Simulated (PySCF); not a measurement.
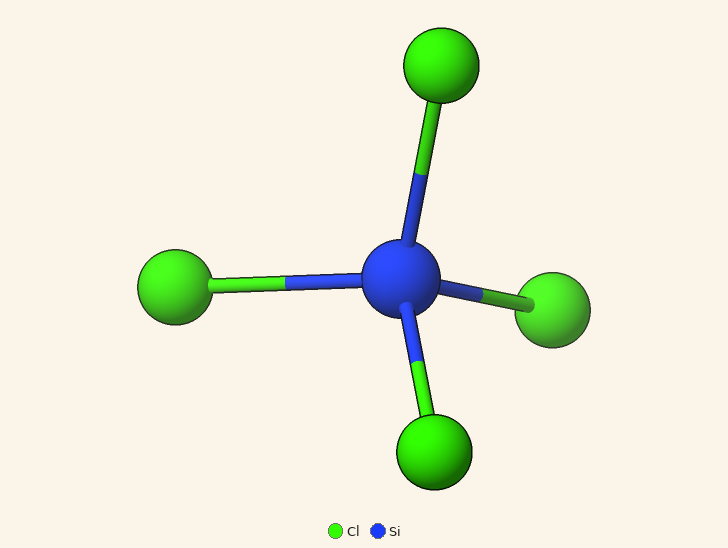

A ball-and-stick model of a molecule. Every bond is drawn as one stick, whatever its order.

The computed structure is the end point of a PBE0-D3(BJ)/def2-TZVP optimisation. No frequency run is at hand to confirm it as a minimum.

Describe the molecule.

It has 5 atoms: 1 silicon and 4 chlorine (SiCl4). SMILES: `Cl[Si](Cl)(Cl)Cl`. This geometry has Td symmetry. Coordination: 1 Si tetrahedral.

More results for the same structure follow; atom numbers are the same in all pictures, views and colours differ.

Geometry

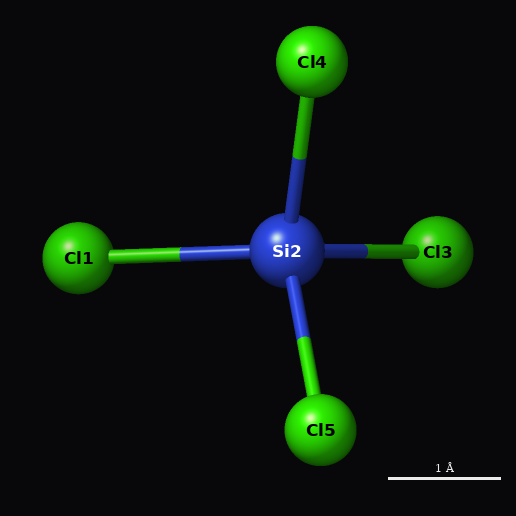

The atoms are numbered. No frequency run is at hand to confirm it as a minimum.

Estimate the angles Cl1–Si2–Cl3.

```tsv
angle	degrees
Cl1–Si2–Cl3	109.4
```

Levels of theory compared

No frequency run is at hand to confirm it as a minimum. Program: PySCF 2.14.0.

Compare HOMO energy (eV), HOMO–LUMO gap (eV) at these levels: B97-2/pcSseg-2; CAM-B3LYP/aug-cc-pVTZ; KT3/pcSseg-2; PBE0/aug-cc-pVTZ; PBE0/pcSseg-2; WP04/pcSseg-2 in chloroform (IEF-PCM); ωB97X-D/aug-cc-pVTZ; ωB97X-D/pcSseg-2; ωB97X-D/pcSseg-2 in chloroform (IEF-PCM).

| level | HOMO energy (eV) | HOMO–LUMO gap (eV) |
| --- | --- | --- |
| B97-2/pcSseg-2 | −9.40 | 8.63 |
| CAM-B3LYP/aug-cc-pVTZ | −10.96 | 10.97 |
| KT3/pcSseg-2 | −8.36 | 6.54 |
| PBE0/aug-cc-pVTZ | −9.59 | 8.74 |
| PBE0/pcSseg-2 | −9.66 | 8.94 |
| WP04/pcSseg-2 in chloroform (IEF-PCM) | −10.61 | 7.71 |
| ωB97X-D/aug-cc-pVTZ | −11.46 | 12.24 |
| ωB97X-D/pcSseg-2 | −11.54 | 12.62 |
| ωB97X-D/pcSseg-2 in chloroform (IEF-PCM) | −11.44 | 12.63 |

Core levels

No frequency run is at hand to confirm it as a minimum. Method: delta-SCF UKS SCAN, pcX-3 on the ionised atom, pcseg-2 elsewhere, spin-free X2C (PySCF 2.14.0).

Give the core-electron binding energies (to vacuum; p and d levels without spin–orbit splitting) of Cl1 1s, Cl1 2p, Si2 1s, Si2 2p.

```
atom  level  binding energy (eV)
 Cl1     1s               2829.5
 Cl1     2p                207.4
 Si2     1s               1850.4
 Si2     2p                110.2
```

Quadrupole coupling

No frequency run is at hand to confirm it as a minimum. Electric field gradients from the ground-state density, PBE0/pcSseg-2 (PySCF 2.14.0), non-relativistic apart from any core potentials.

Give the largest field-gradient component, the quadrupole coupling constant and the asymmetry for 35Cl at Cl1 (Q = −81.7 mb).

```
atom  V_zz (a.u.)  e²qQ/h (MHz)     η
 Cl1        2.275         −43.7  0.00
```
